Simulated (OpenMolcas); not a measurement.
## Multiconfigurational calculation, with input and output: W⁴⁺

- system: W⁴⁺.
- method: state-averaged CASSCF, active space 2 electrons in the shells 5d 6d, basis ANO-RCC-VDZ, DKH4 scalar Hamiltonian, spin-orbit coupling by RASSI with atomic mean-field integrals (OpenMolcas)

Results in brief:

- outcome: converged
- lowest level: 5d² ³F₂
- first excited level: 5d² ³F₃, 7,264 cm⁻¹
- energy of the lowest spin-free term: −16136.47491 hartree
- energy of the lowest spin-orbit level: −16136.51638 hartree
- largest spread among components of a term: 0.0 cm⁻¹
- hardware: 1 thread of Intel Xeon (Sapphire Rapids), 64 GiB of memory available, shared host
- wall time: 16 s

Notes:

Against measured levels the run misses widely: 5d2 3P J = 0 comes out at 17,284 cm⁻¹ where 12,839 cm⁻¹ is measured. Without dynamic correlation the splittings between terms come out too large, often by 20 to 50 %. To bear in mind: extra active shells serve correlation only, their own levels not computed; small basis contracted for the neutral atom, rough for a high charge; only configurations of the active space are included; spin-free states above about 39,000 cm⁻¹ are left out of the spin-orbit step.

Input file:
```
&GATEWAY
Coord
1

W 0.0 0.0 0.0
Basis=ANO-RCC-VDZ
Group=XYZ
NoMove
AngMom=0.0 0.0 0.0
AMFI
&SEWARD
Relativistic=R04O02
&RASSCF
FileOrb=start.orb
Symmetry=1
Spin=3
nActEl=2 0 0
Inactive=15 19
Ras2=5 0
CIRoot=10 10 1
SDav=10
CIMx=300
Iter=120 100
PrWF=0.3
OrbListing=Nothing
MaxOrb=0
Atom
>>> COPY $Project.JobIph JOBPRE
&RASSCF
FileOrb=start.orb
Symmetry=1
Spin=3
nActEl=2 0 0
Inactive=15 19
Ras2=10 0
CIRoot=10 10 1
SDav=45
CIMx=300
Iter=120 100
PrWF=0.3
OrbListing=Nothing
MaxOrb=0
Atom
>>> COPY $Project.JobIph JOB001
&RASSCF
FileOrb=start.orb
Symmetry=1
Spin=1
nActEl=2 0 0
Inactive=15 19
Ras2=10 0
CIRoot=27 27 1
SDav=55
CIMx=300
Iter=120 100
PrWF=0.3
OrbListing=Nothing
MaxOrb=0
Atom
CIOnly
>>> COPY $Project.JobIph JOB002
&RASSI
NrOfJobIphs=2 10 14
1 2 3 4 5 6 7 8 9 10
1 2 3 4 5 6 7 8 9 10 11 12 13 14
IphNames
JOB001
JOB002
EJob
SpinOrbit
DIPRint=1.0
SOCoupling=1000.0
Subsets=2
MEES
Property=10
'ANGMOM' 1 'ANGMOM' 2 'ANGMOM' 3 'MLTPL  1' 1 'MLTPL  1' 2 'MLTPL  1' 3
'AMFI' 1 'AMFI' 2 'AMFI' 3 'MLTPL  2' 6
SOProperty=3
'ANGMOM' 1 'ANGMOM' 2 'ANGMOM' 3
```

The file start.orb holds starting orbitals from an earlier step. A driver script formed the levels outside the program, from RASSI's spin-orbit matrix and the active-space energies, averaged over the components of each term or state.

Run as:
```bash
OMP_NUM_THREADS=1 MOLCAS_MEM=2252 MOLCAS_PROJECT=a pymolcas a.inp > a.log  # once for each step of the input, in one work folder
```

Output (extracts):
```
--- SEWARD ---
Basis set label: W.ANO-RCC...7S6P4D2F.

      Electronic valence basis set:
      ------------------
      Associated Effective Charge  74.000000 au
      Associated Actual Charge     74.000000 au
      Nuclear Model: Point charge

      Shell  nPrim  nBasis  Cartesian Spherical Contaminant
         s      24       7        X
         p      21       6        X
         d      15       4                 X
         f      11       2                 X
Relativistic=R04O02
                  Relativistic Douglas-Kroll-Hess integrals:
                    - DKH order of Hamiltonian: 4
                    - DKH order of Properties : 2
--- RASSCF ---
Wave function specifications:
      -----------------------------

      Number of closed shell electrons          68
      Number of electrons in active shells       2
      Max number of holes in RAS1 space          0
      Max nr of electrons in RAS3 space          0
      Number of inactive orbitals               34
      Number of active orbitals                 10
      Number of secondary orbitals              15
      Spin quantum number                      1.0
      State symmetry                             1
Orbital specifications:
      -----------------------

      Symmetry species                           1   2
                                                ag  au
      Frozen orbitals                            0   0
      Inactive orbitals                         15  19
      Active orbitals                           10   0
      RAS1 orbitals                              0   0
      RAS2 orbitals                             10   0
      RAS3 orbitals                              0   0
      Secondary orbitals                         2  13
      Deleted orbitals                           0   0
      Number of basis functions                 27  32
      Number of CSFs                            45
      Number of root(s) required                10
      Iter CI   SX   CI       RASSCF       Energy    max ROT     max BLB   max BLB  Level Ln srch  Step   QN
          iter iter root      energy       change     param      element    value   shift minimum  type update
 Nr of preliminary CI iterations:   1
      Total energies have been shifted. Add               -16000.00 au
        1   1    4    0  -136.45878864    0.00E+00  -2.97E-05   19  23 2 -2.59E-04*  0.00   0.00    SX    NO
        2   1    3    0  -136.45878868   -3.26E-08*  2.03E-05   14  27 2 -1.98E-04*  0.00   0.00    SX    NO
        3   1    3    0  -136.45878868   -3.51E-09   1.77E-05   14  27 2  1.72E-04*  0.00   0.00    SX    NO
        4   1    3    0  -136.45878868   -3.45E-09  -1.56E-05   14  27 2 -1.52E-04*  0.00   0.00    SX    NO
        5   1    3    0  -136.45878868   -2.55E-09   7.27E-06   14  27 2  1.33E-04*  0.00   0.53    QN   YES
        6   1    2    0  -136.45878869   -8.62E-09  -2.13E-07   19  23 2  2.49E-06   0.00   0.98    QN   YES
      Convergence after  6 iterations
        7   1    2    0  -136.45878869   -7.28E-12  -2.13E-07   19  23 2 -2.34E-06   0.00   0.98    QN   YES
      Natural orbitals and occupation numbers for root  1
      sym 1:  -0.000000   0.754142   0.245616   0.754142   0.245616  -0.000000   0.000182   0.000059   0.000182   0.000059
      Natural orbitals and occupation numbers for root  2
      sym 1:   0.978974   0.020785  -0.000000   0.020785   0.978974   0.000236   0.000005  -0.000000   0.000236   0.000005
      Natural orbitals and occupation numbers for root  3
      sym 1:   0.370897  -0.000000   0.370897   0.628862   0.628862   0.000152  -0.000000   0.000090   0.000090   0.000152
::    RASSCF root number  1 Total energy: -16136.47491040
::    RASSCF root number  2 Total energy: -16136.47491040
::    RASSCF root number  3 Total energy: -16136.47491040
::    RASSCF root number  4 Total energy: -16136.47491040
::    RASSCF root number  5 Total energy: -16136.47491040
::    RASSCF root number  6 Total energy: -16136.47491040
::    RASSCF root number  7 Total energy: -16136.47491040
::    RASSCF root number  8 Total energy: -16136.42117139
::    RASSCF root number  9 Total energy: -16136.42117139
::    RASSCF root number 10 Total energy: -16136.42117139
--- RASSCF ---
Wave function specifications:
      -----------------------------

      Number of closed shell electrons          68
      Number of electrons in active shells       2
      Max number of holes in RAS1 space          0
      Max nr of electrons in RAS3 space          0
      Number of inactive orbitals               34
      Number of active orbitals                 10
      Number of secondary orbitals              15
      Spin quantum number                      0.0
      State symmetry                             1
Orbital specifications:
      -----------------------

      Symmetry species                           1   2
                                                ag  au
      Frozen orbitals                            0   0
      Inactive orbitals                         15  19
      Active orbitals                           10   0
      RAS1 orbitals                              0   0
      RAS2 orbitals                             10   0
      RAS3 orbitals                              0   0
      Secondary orbitals                         2  13
      Deleted orbitals                           0   0
      Number of basis functions                 27  32
      Number of CSFs                            55
      Number of root(s) required                27
      Iter CI   SX   CI       RASSCF       Energy    max ROT     max BLB   max BLB  Level Ln srch  Step   QN
          iter iter root      energy       change     param      element    value   shift minimum  type update
 Nr of preliminary CI iterations:   1
        1   1    0    0-16135.95022761    0.00E+00   0.00E+00   19  23 2 -3.13E-02*  0.00   0.00    SX    NO
      Natural orbitals and occupation numbers for root  1
      sym 1:   0.436530   0.571181   0.000158   0.420083   0.571181   0.000247   0.000247   0.000000   0.000189   0.000182
      Natural orbitals and occupation numbers for root  2
      sym 1:   0.571181   0.571181   0.496807   0.013513   0.346452   0.000247   0.000150   0.000215   0.000247   0.000006
      Natural orbitals and occupation numbers for root  3
      sym 1:   0.571181   0.378087   0.571181   0.473340   0.005345   0.000002   0.000205   0.000247   0.000164   0.000247
::    RASSCF root number  1 Total energy: -16136.42797972
::    RASSCF root number  2 Total energy: -16136.42797972
::    RASSCF root number  3 Total energy: -16136.42797972
::    RASSCF root number  4 Total energy: -16136.42797972
::    RASSCF root number  5 Total energy: -16136.42797972
::    RASSCF root number  6 Total energy: -16136.40308218
::    RASSCF root number  7 Total energy: -16136.40308218
::    RASSCF root number  8 Total energy: -16136.40308218
::    RASSCF root number  9 Total energy: -16136.40308218
::    RASSCF root number 10 Total energy: -16136.40308218
::    RASSCF root number 11 Total energy: -16136.40308218
::    RASSCF root number 12 Total energy: -16136.40308218
::    RASSCF root number 13 Total energy: -16136.40308218
::    RASSCF root number 14 Total energy: -16136.40308218
::    RASSCF root number 15 Total energy: -16136.29743049
::    RASSCF root number 16 Total energy: -16135.40315688
::    RASSCF root number 17 Total energy: -16135.40315688
::    RASSCF root number 18 Total energy: -16135.40315688
::    RASSCF root number 19 Total energy: -16135.40315688
::    RASSCF root number 20 Total energy: -16135.40315688
::    RASSCF root number 21 Total energy: -16135.40315688
::    RASSCF root number 22 Total energy: -16135.40315688
::    RASSCF root number 23 Total energy: -16135.38615590
::    RASSCF root number 24 Total energy: -16135.38615590
::    RASSCF root number 25 Total energy: -16135.38615590
::    RASSCF root number 26 Total energy: -16135.30525547
::    RASSCF root number 27 Total energy: -16135.30525547
--- RASSI ---
SPIN-FREE ENERGIES:
  (Shifted by EMIN (a.u.) =     -16136.4749103959)

 SF State       Relative EMIN(au)   Rel lowest level(eV)    D:o, cm**(-1)      L_eff

     1             0.0000000000        0.0000000000              0.0000         3.0
     2             0.0000000000        0.0000000000              0.0000         3.0
     3             0.0000000000        0.0000000000              0.0000         3.0
     4             0.0000000000        0.0000000000              0.0000         3.0
     5             0.0000000000        0.0000000000              0.0000         3.0
     6             0.0000000000        0.0000000000              0.0000         3.0
     7             0.0000000000        0.0000000000              0.0000         3.0
    11             0.0469306772        1.2770487843          10300.0931         2.0
    12             0.0469306772        1.2770487843          10300.0931         2.0
    13             0.0469306772        1.2770487843          10300.0931         2.0
    14             0.0469306772        1.2770487843          10300.0931         2.0
    15             0.0469306772        1.2770487843          10300.0931         2.0
    10             0.0537390083        1.4623129126          11794.3490         1.0
     8             0.0537390083        1.4623129126          11794.3490         1.0
     9             0.0537390083        1.4623129126          11794.3490         1.0
    16             0.0718282173        1.9545453643          15764.4715         4.0
    17             0.0718282173        1.9545453643          15764.4715         4.0
    18             0.0718282173        1.9545453643          15764.4715         4.0
    19             0.0718282173        1.9545453643          15764.4715         4.0
    20             0.0718282173        1.9545453643          15764.4715         4.0
    21             0.0718282173        1.9545453643          15764.4715         4.0
    22             0.0718282173        1.9545453643          15764.4715         4.0
    23             0.0718282173        1.9545453643          15764.4715         4.0
    24             0.0718282173        1.9545453643          15764.4715         4.0
     Dipole printing threshold changed to   1.00000000E+00
Eigenvalues of complex Hamiltonian:
   -----------------------------------
  (Shifted by EMIN (a.u.) =     -16136.4749103959)

 SO State       Relative EMIN(au)   Rel lowest level(eV)    D:o, cm**(-1)     J-value

     1            -0.0414700155        0.0000000000              0.0000         1.7
     2            -0.0414700155        0.0000000000              0.0000         1.3
     3            -0.0414700155        0.0000000000              0.0000         1.7
     4            -0.0414700155        0.0000000000              0.0000         1.4
     5            -0.0414700155        0.0000000000              0.0000         1.7
     6            -0.0083722356        0.9006364708           7264.1230         2.6
     7            -0.0083722356        0.9006364708           7264.1230         2.2
     8            -0.0083722356        0.9006364708           7264.1230         1.7
     9            -0.0083722356        0.9006364708           7264.1230         2.4
    10            -0.0083722356        0.9006364708           7264.1230         2.7
    11            -0.0083722356        0.9006364708           7264.1230         2.4
    12            -0.0083722356        0.9006364708           7264.1230         2.5
    13             0.0198571893        1.6687982561          13459.7657         3.8
    14             0.0198571893        1.6687982561          13459.7657         3.2
    15             0.0198571893        1.6687982561          13459.7657         3.1
    16             0.0198571893        1.6687982561          13459.7657         3.1
    17             0.0198571893        1.6687982561          13459.7657         3.5
    18             0.0198571893        1.6687982561          13459.7657         2.6
    19             0.0198571893        1.6687982561          13459.7657         2.7
    20             0.0198571893        1.6687982561          13459.7657         3.1
    21             0.0198571893        1.6687982561          13459.7657         3.3
    22             0.0352517584        2.0877058209          16838.4830         1.6
    23             0.0352517584        2.0877058209          16838.4830         1.6
    24             0.0352517584        2.0877058210          16838.4830         1.5
    25             0.0352517584        2.0877058209          16838.4830         1.2
    26             0.0352517584        2.0877058210          16838.4830         1.8
    27             0.0372798365        2.1428926395          17283.5947        -0.0
    28             0.0455094224        2.3668310803          19089.7801         0.9
    29             0.0455094224        2.3668310803          19089.7801         0.7
    30             0.0455094224        2.3668310803          19089.7801         0.7
    31             0.0770877349        3.2261207381          26020.4186         3.7
    32             0.0770877349        3.2261207381          26020.4186         3.8
    33             0.0770877349        3.2261207381          26020.4186         3.4
    34             0.0770877349        3.2261207381          26020.4186         3.4
    35             0.0770877349        3.2261207381          26020.4186         3.2
    36             0.0770877349        3.2261207381          26020.4186         2.9
    37             0.0770877349        3.2261207381          26020.4186         2.5
    38             0.0770877349        3.2261207381          26020.4186         3.3
    39             0.0770877349        3.2261207381          26020.4186         2.4
    40             0.0816285860        3.3496835917          27017.0202         1.1
    41             0.0816285860        3.3496835917          27017.0202         1.8
Weights of the five most important spin-orbit-free states for each spin-orbit state.

 SO State  Total energy (au)           Spin-free states, spin, and weights
 -------------------------------------------------------------------------------------------------------
    1        -0.041470       7 1.0  0.2842    3 1.0  0.1626    5 1.0  0.1322    6 1.0  0.1265    4 1.0  0.1229
    2        -0.041470       5 1.0  0.2711    6 1.0  0.1672    4 1.0  0.1604    3 1.0  0.0931    1 1.0  0.0890
    3        -0.041470       4 1.0  0.2502    7 1.0  0.1844    2 1.0  0.1640    1 1.0  0.1347    5 1.0  0.1015
    4        -0.041470       1 1.0  0.3198    6 1.0  0.1744    2 1.0  0.1625    3 1.0  0.0983    4 1.0  0.0731
    5        -0.041470       3 1.0  0.2783    2 1.0  0.2026    6 1.0  0.1234    5 1.0  0.1011    7 1.0  0.0859
    6        -0.008372       7 1.0  0.6223    5 1.0  0.1481    3 1.0  0.0687    2 1.0  0.0533    4 1.0  0.0529
    7        -0.008372       3 1.0  0.2207    1 1.0  0.2004    6 1.0  0.1809    5 1.0  0.1595    2 1.0  0.1259
    8        -0.008372       6 1.0  0.2525    4 1.0  0.2111    1 1.0  0.1295    2 1.0  0.1229    7 1.0  0.1116
    9        -0.008372       1 1.0  0.2242    3 1.0  0.2013    4 1.0  0.1952    2 1.0  0.1112    6 1.0  0.1049
   10        -0.008372       1 1.0  0.2626    6 1.0  0.2420    2 1.0  0.1701    4 1.0  0.1586    5 1.0  0.0936
   11        -0.008372       5 1.0  0.2133    4 1.0  0.1823    6 1.0  0.1462    7 1.0  0.1344    2 1.0  0.1265
   12        -0.008372       2 1.0  0.2900    3 1.0  0.2847    5 1.0  0.2163    4 1.0  0.0999    6 1.0  0.0501
```

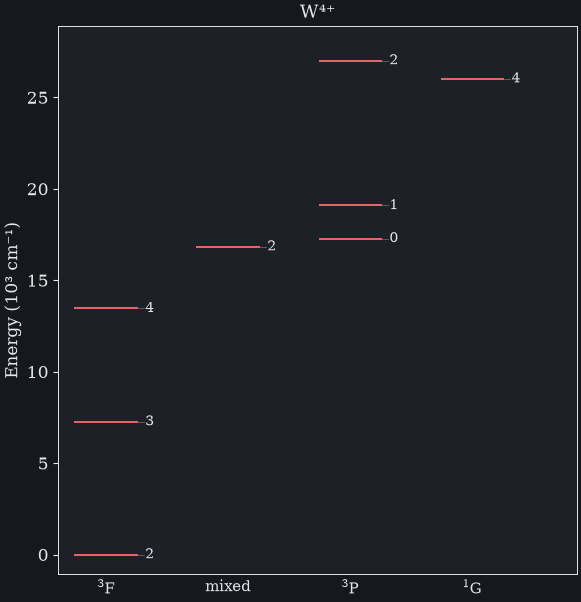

Figure 1. Level diagram of W⁴⁺ (tungsten, Z = 74). The lowest level is 5d² ³F₂. The first excited level, 5d² ³F₃, lies at 7,260 cm⁻¹. The ground term spreads over 13,500 cm⁻¹ in the order J = 2, 3, 4, a normal multiplet. All levels drawn have even parity, so no electric dipole line joins them. The leading LS term holds 85 % of a level on average, 91 % of the ground level. The ground level has g = 0.699. Spin-orbit coupling puts the ground level 9,100 cm⁻¹ below the lowest spin-free term.

| Configuration | Level | E (cm⁻¹) |
| --- | --- | --- |
| 5d² | ³F₂ | 0 |
| 5d² | ³F₃ | 7,264 |
| 5d² | ³F₄ | 13,460 |
| 5d² | J = 2 (even, mixed) | 16,840 |
| 5d² | ³P₀ | 17,280 |
| 5d² | ³P₁ | 19,090 |
| 5d² | ¹G₄ | 26,020 |
| 5d² | ³P₂ | 27,020 |
